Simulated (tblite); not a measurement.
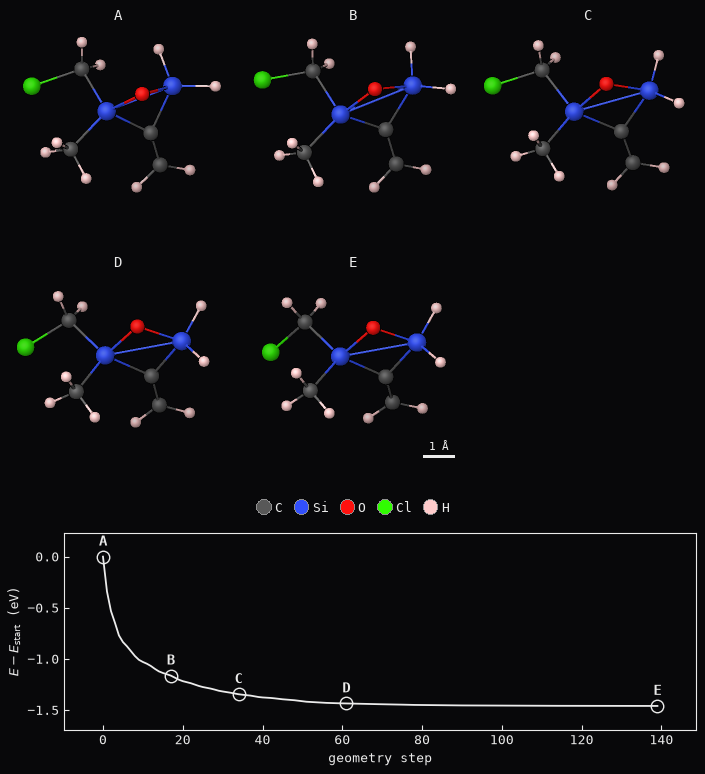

Frames of a relaxation of C4H9ClOSi2, marked on the history of the run. Style: ball-and-stick. Shown at a tilt.

Method: tblite, GFN2-xTB geometry optimisation, gas phase. 

Q: What happens along the run?

A: After 139 geometry steps the energy has fallen by 1.459 eV. The atom that moves furthest after the best rigid fit is an H atom (1.50 Å). Largest moves by element: H 1.50 Å, Cl 1.01 Å, O 0.65 Å, C 0.58 Å, Si 0.53 Å. Near-neighbour distances that change, for instance: Si–Si 2.345 → 2.600 Å, O–Si 1.753 → 1.674 Å, C–Si 1.828 → 1.905 Å, O–Si 1.732 → 1.665 Å. Among the angles between lasting bonds that change: Si–Si–H 152.9° → 119.6°, Si–Si–H 93.0° → 122.8°, Si–Si–C 95.5° → 121.9°. Groups turn about O–Si by about 40°, O–Si by about 40°, C–Si by about 35°. The run took 1.2 s on 1 thread of Arm Neoverse V2 (shared host). From step 0 to 17: an H atom moves most (0.57 Å), energy −1.163 eV. From step 17 to 34: an H atom moves most (0.67 Å), energy −0.182 eV. From step 34 to 61: an H atom moves most (0.58 Å), energy −0.090 eV. From step 61 to 139: the Cl atom moves most (0.53 Å), energy −0.024 eV.
